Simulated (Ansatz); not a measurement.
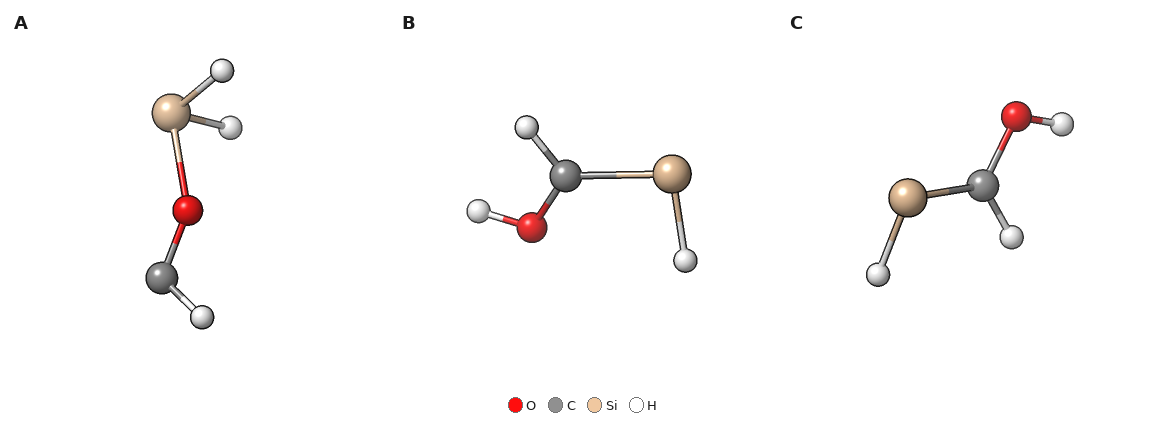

3 stationary structures of one formula. The species is neutral and a spin doublet. Geometries: PBE-D4/def2-SVP. Electronic energies: PBE-D4/def2-SVP (Ansatz 0.2.0), without zero-point energy. No frequency run is at hand to confirm each as a minimum.

> Rank them by energy, lowest first.

C is lowest (C1); B lies 2.4 kJ/mol above it (C1), A lies 99.6 kJ/mol above it (C1).
